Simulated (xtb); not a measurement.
Geometry relaxation of CH₄AlOS (part 1 of 4)

System: CH₄AlOS, multiplicity 2, SMILES C[O][Al][SH].
Method: GFN2-xTB (xtb 6.7.1 later snapshot).

The geometry comes from this level: PBE0-D4/def2-TZVP.

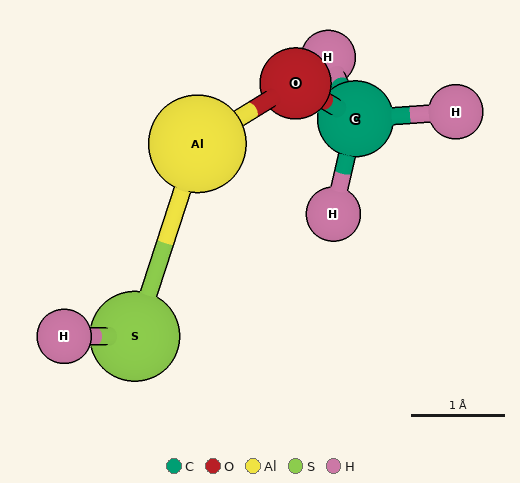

**Figure 1.** The structure as given in the input (ball-and-stick view, seen at a tilt). Sticks mark near contacts.

Results in brief:

```tsv
quantity	value
outcome	converged
electrons treated	23
total energy	−12.601982 hartree
dispersion energy	−0.003782 hartree
basis functions	32
dipole moment	2.71 D
hardware	1 thread of Arm Neoverse V2, 24 GiB of memory available, shared host
peak memory	0.073 GiB
```

Notes:

Further notes kept with the run: no spin polarisation: high-spin states lie too high.

The input (input.xyz):
```
8
CH4AlOS
C      0.012700     1.389900     0.390100
O      0.731400     0.585100    -0.499900
Al     0.776700    -1.019600    -0.998400
S     -0.666100    -2.414800    -0.071000
H     -0.477100     2.204100    -0.153500
H     -0.758200     0.828800     0.931900
H      0.691400     1.833400     1.125700
H     -0.218700    -3.463900    -0.780800
```

Launch command:
```bash
xtb input.xyz --gfn2 --chrg 0 -u 1 --opt vtight | tee out.txt
```

Output:
```
* xtb version 6.7.1
   ID    Z sym.   atoms
    1    6 C      1
    2    8 O      2
    3   13 Al     3
    4   16 S      4
    5    1 H      5-8

           -------------------------------------------------
          |                Calculation Setup                |
           -------------------------------------------------

          program call               : xtb input.xyz --gfn2 --chrg 0 -u 1 --opt vtight
          coordinate file            : input.xyz
          omp threads                :                     1

           -------------------------------------------------
          |                 G F N 2 - x T B                 |
           -------------------------------------------------

      * Hamiltonian:
        H0-scaling (s, p, d)           1.850000    2.230000    2.230000
        zeta-weighting                 0.500000
      * Dispersion:
        s8                             2.700000
        a1                             0.520000
        a2                             5.000000
        s9                             5.000000
      * Repulsion:
        kExp                           1.500000    1.000000
        rExp                           1.000000
      * Coulomb:
        alpha                          2.000000
        third order                    shell-resolved
        anisotropic                    true
        a3                             3.000000
        a5                             4.000000
        cn-shift                       1.200000
        cn-exp                         4.000000
        max-rad                        5.000000

          ...................................................
          :                      SETUP                      :
          :.................................................:
          :  # basis functions                  32          :
          :  # atomic orbitals                  30          :
          :  # shells                           14          :
          :  # electrons                        23          :
          :  max. iterations                   250          :
          :  Hamiltonian                  GFN2-xTB          :
          :  restarted?                      false          :
          :  GBSA solvation                  false          :
          :  PC potential                    false          :
          :  electronic temp.          300.0000000     K    :
          :  accuracy                    1.0000000          :
          :  -> integral cutoff          0.2500000E+02      :
          :  -> integral neglect         0.1000000E-07      :
          :  -> SCF convergence          0.1000000E-05 Eh   :
          :  -> wf. convergence          0.1000000E-03 e    :
          :  Broyden damping             0.4000000          :
          :  net charge                          0          :
          :  unpaired electrons                  1          :
          ...................................................

 iter      E             dE          RMSdq      gap      omega  full diag
   1    -12.6464175 -0.126464E+02  0.749E+00    2.49       0.0  T
   2    -12.6739789 -0.275613E-01  0.423E+00    2.83       1.0  T
   3    -12.6758233 -0.184440E-02  0.226E+00    3.24       1.0  T
   4    -12.6786027 -0.277942E-02  0.960E-01    3.33       1.0  T
   5    -12.6785462  0.565039E-04  0.523E-01    3.33       1.0  T
   6    -12.6787933 -0.247155E-03  0.258E-01    3.29       1.0  T
   7    -12.6788358 -0.424771E-04  0.825E-02    3.29       1.0  T
   8    -12.6788398 -0.399805E-05  0.330E-02    3.29       1.1  T
   9    -12.6788401 -0.313822E-06  0.651E-03    3.29       5.4  T
  10    -12.6788401 -0.143144E-07  0.140E-03    3.29      25.2  T
  11    -12.6788401 -0.924343E-09  0.575E-04    3.29      61.5  T
  12    -12.6788401 -0.688001E-09  0.281E-04    3.29     126.0  T

   *** convergence criteria satisfied after 12 iterations ***

         #    Occupation            Energy/Eh            Energy/eV
      -------------------------------------------------------------
         1        2.0000           -0.7076115             -19.2551
       ...           ...                  ...                  ...
         6        2.0000           -0.5272019             -14.3459
         7        2.0000           -0.4936390             -13.4326
         8        2.0000           -0.4455685             -12.1245
         9        2.0000           -0.4295646             -11.6890
        10        2.0000           -0.4172841             -11.3549
        11        2.0000           -0.3945933             -10.7374
        12        1.0000           -0.3236884              -8.8080 (HOMO)
        13                         -0.2029197              -5.5217 (LUMO)
        14                         -0.1768659              -4.8128
        15                         -0.1603363              -4.3630
        16                         -0.1417340              -3.8568
        17                         -0.0962877              -2.6201
       ...                                ...                  ...
        30                          0.8640676              23.5125
      -------------------------------------------------------------
                  HL-Gap            0.1207686 Eh            3.2863 eV
             Fermi-level           -0.3112224 Eh           -8.4688 eV

 SCC (total)                   0 d,  0 h,  0 min,  0.004 sec
 SCC setup                      ...        0 min,  0.000 sec (  1.718%)
 Dispersion                     ...        0 min,  0.000 sec (  0.611%)
 classical contributions        ...        0 min,  0.000 sec (  0.121%)
 integral evaluation            ...        0 min,  0.001 sec ( 13.961%)
 iterations                     ...        0 min,  0.002 sec ( 58.579%)
 molecular gradient             ...        0 min,  0.001 sec ( 22.665%)
 printout                       ...        0 min,  0.000 sec (  2.110%)

         :::::::::::::::::::::::::::::::::::::::::::::::::::::
         ::                     SUMMARY                     ::
         :::::::::::::::::::::::::::::::::::::::::::::::::::::
         :: total energy             -12.590714971690 Eh    ::
         :: gradient norm              0.031247493301 Eh/a0 ::
         :: HOMO-LUMO gap              3.286281598741 eV    ::
         ::.................................................::
         :: SCC energy               -12.678840142637 Eh    ::
         :: -> isotropic ES            0.041586133170 Eh    ::
         :: -> anisotropic ES          0.001693382857 Eh    ::
         :: -> anisotropic XC          0.000974906986 Eh    ::
         :: -> dispersion             -0.004254826744 Eh    ::
         :: repulsion energy           0.088125170946 Eh    ::
         :: add. restraining           0.000000000000 Eh    ::
         :: total charge              -0.000000000000 e     ::
         :::::::::::::::::::::::::::::::::::::::::::::::::::::

      -----------------------------------------------------------
     |                   =====================                   |
     |                        A N C O P T                        |
     |                   =====================                   |
     |               Approximate Normal Coordinate               |
     |                Rational Function Optimizer                |
      -----------------------------------------------------------

          ...................................................
          :                      SETUP                      :
          :.................................................:
          :   optimization level         verytight          :
          :   max. optcycles                   200          :
          :   ANC micro-cycles                  20          :
          :   degrees of freedom                18          :
          :.................................................:
          :   RF solver                   davidson          :
          :   write xtbopt.log                true          :
          :   linear?                        false          :
          :   energy convergence         0.1000000E-06 Eh   :
          :   grad. convergence          0.2000000E-03 Eh/α :
          :   maximum RF displ.          1.0000000          :
          :   Hlow (freq-cutoff)         0.1000000E-01      :
          :   Hmax (freq-cutoff)         5.0000000          :
          :   S6 in model hess.         20.0000000          :
          ...................................................

generating ANC from exact Hessian ...
Using Lindh-Hessian (1995)
 Shifting diagonal of input Hessian by    9.5272781725251384E-003
 Lowest  eigenvalues of input Hessian
    0.000000    0.000000    0.000000    0.000000    0.000000    0.000000
    0.010000    0.011029    0.012197    0.014044    0.045227    0.053984
    0.115675    0.120056    0.135018    0.162234    0.172312    0.223598
 Highest eigenvalues
    0.433447    0.797917    0.987561    1.111042    1.155819    1.734295

........................................................................
.............................. CYCLE    1 ..............................
........................................................................

 iter      E             dE          RMSdq      gap      omega  full diag
   1    -12.6788401 -0.126788E+02  0.640E-05    3.29       0.0  T
   2    -12.6788401 -0.993872E-11  0.408E-05    3.29     867.0  T
   3    -12.6788401 -0.309797E-11  0.129E-05    3.29    2737.1  T
     SCC iter.                  ...        0 min,  0.001 sec
     gradient                   ...        0 min,  0.001 sec
 * total energy  :   -12.5907150 Eh     change       -0.2022222E-09 Eh
   gradient norm :     0.0312472 Eh/α   predicted     0.0000000E+00 (-100.00%)
   displ. norm   :     0.1859788 α      lambda       -0.2566976E-02
   maximum displ.:     0.1275748 α      in ANC's #3, #4, #12, ...

........................................................................
.............................. CYCLE    2 ..............................
........................................................................

 iter      E             dE          RMSdq      gap      omega  full diag
   1    -12.6792551 -0.126793E+02  0.361E-01    3.34       0.0  T
   2    -12.6793064 -0.512879E-04  0.253E-01    3.31       1.0  T
   3    -12.6793117 -0.538608E-05  0.179E-01    3.30       1.0  T
   4    -12.6793094  0.234918E-05  0.815E-02    3.29       1.0  T
   5    -12.6793137 -0.428854E-05  0.189E-02    3.30       1.9  T
   6    -12.6793139 -0.197235E-06  0.718E-03    3.30       4.9  T
   7    -12.6793139 -0.811039E-08  0.470E-03    3.30       7.5  T
   8    -12.6793139 -0.109421E-07  0.127E-03    3.30      27.8  T
   9    -12.6793139 -0.220107E-09  0.291E-04    3.30     121.3  T
  10    -12.6793139 -0.486402E-10  0.688E-05    3.30     514.3  T
     SCC iter.                  ...        0 min,  0.001 sec
     gradient                   ...        0 min,  0.001 sec
 * total energy  :   -12.5924762 Eh     change       -0.1761186E-02 Eh
   gradient norm :     0.0199124 Eh/α   predicted    -0.1327883E-02 ( -24.60%)
   displ. norm   :     0.3556514 α      lambda       -0.2768969E-02
   maximum displ.:     0.2884442 α      in ANC's #3, #6, #12, ...

........................................................................
.............................. CYCLE    3 ..............................
........................................................................

 iter      E             dE          RMSdq      gap      omega  full diag
   1    -12.6831001 -0.126831E+02  0.470E-01    3.33       0.0  T
   2    -12.6831383 -0.381609E-04  0.340E-01    3.33       1.0  T
   3    -12.6831391 -0.806986E-06  0.186E-01    3.33       1.0  T
   4    -12.6831429 -0.382500E-05  0.347E-02    3.33       1.0  T
   5    -12.6831439 -0.930214E-06  0.163E-02    3.33       2.2  T
   6    -12.6831439 -0.487841E-07  0.522E-03    3.33       6.8  T
   7    -12.6831439 -0.309274E-09  0.239E-03    3.33      14.8  T
   8    -12.6831439 -0.496116E-08  0.638E-04    3.33      55.4  T
   9    -12.6831439 -0.121252E-09  0.152E-04    3.33     233.2  T
     SCC iter.                  ...        0 min,  0.001 sec
     gradient                   ...        0 min,  0.001 sec
 * total energy  :   -12.5946921 Eh     change       -0.2215895E-02 Eh
   gradient norm :     0.0145944 Eh/α   predicted    -0.1559605E-02 ( -29.62%)
   displ. norm   :     0.5293811 α      lambda       -0.3013126E-02
   maximum displ.:     0.4369057 α      in ANC's #3, #6, #12, ...

........................................................................
.............................. CYCLE    4 ..............................
........................................................................

 iter      E             dE          RMSdq      gap      omega  full diag
   1    -12.6855893 -0.126856E+02  0.788E-01    3.35       0.0  T
   2    -12.6856580 -0.686381E-04  0.611E-01    3.37       1.0  T
   3    -12.6856345  0.234867E-04  0.203E-01    3.36       1.0  T
   4    -12.6856662 -0.316799E-04  0.993E-02    3.38       1.0  T
   5    -12.6856726 -0.642856E-05  0.343E-02    3.37       1.0  T
   6    -12.6856734 -0.842489E-06  0.144E-02    3.37       2.5  T
   7    -12.6856735 -0.430273E-07  0.483E-03    3.37       7.3  T
   8    -12.6856735 -0.996006E-08  0.159E-03    3.37      22.2  T
   9    -12.6856735 -0.110315E-08  0.372E-04    3.37      95.2  T
  10    -12.6856735 -0.251035E-10  0.831E-05    3.37     425.5  T
     SCC iter.                  ...        0 min,  0.001 sec
     gradient                   ...        0 min,  0.001 sec
 * total energy  :   -12.5966832 Eh     change       -0.1991111E-02 Eh
   gradient norm :     0.0279481 Eh/α   predicted    -0.1928763E-02 (  -3.13%)
   displ. norm   :     0.2862800 α      lambda       -0.1445062E-02
   maximum displ.:     0.2425490 α      in ANC's #3, #6, #13, ...

........................................................................
.............................. CYCLE    5 ..............................
........................................................................

 iter      E             dE          RMSdq      gap      omega  full diag
   1    -12.6878113 -0.126878E+02  0.351E-01    3.36       0.0  T
   2    -12.6878227 -0.113673E-04  0.257E-01    3.38       1.0  T
   3    -12.6878139  0.877264E-05  0.690E-02    3.38       1.0  T
   4    -12.6878242 -0.102946E-04  0.606E-02    3.39       1.0  T
   5    -12.6878261 -0.188542E-05  0.176E-02    3.38       2.0  T
   6    -12.6878263 -0.255654E-06  0.690E-03    3.38       5.1  T
   7    -12.6878264 -0.148512E-07  0.139E-03    3.38      25.5  T
   8    -12.6878264 -0.803855E-10  0.354E-04    3.38      99.8  T
   9    -12.6878264 -0.454925E-10  0.110E-04    3.38     321.4  T
     SCC iter.                  ...        0 min,  0.001 sec
     gradient                   ...        0 min,  0.001 sec
 * total energy  :   -12.5978595 Eh     change       -0.1176360E-02 Eh
   gradient norm :     0.0294111 Eh/α   predicted    -0.7817469E-03 ( -33.55%)
   displ. norm   :     0.3546649 α      lambda       -0.2620155E-02
   maximum displ.:     0.2859059 α      in ANC's #3, #6, #13, ...

........................................................................
.............................. CYCLE    6 ..............................
........................................................................
```
